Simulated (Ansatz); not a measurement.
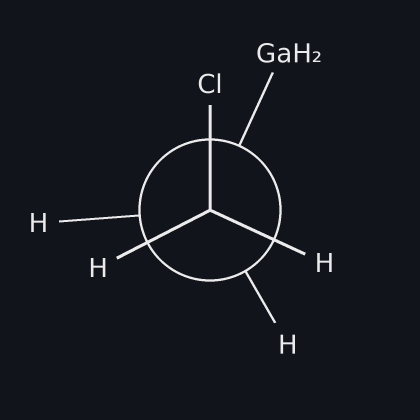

A Newman projection along the C–Si bond, carbon in front; angles are drawn as computed, but eclipsed bonds slightly apart. Computed geometry: PBE0-D4/def2-TZVP optimisation.

> Which molecule is it?

CH6ClGaSi, ClC[SiH2][GaH2]

> What is the torsion angle from the front Cl to the back GaH2? The sign is positive where the front bond must turn clockwise to cover the back bond.

25°, synperiplanar.
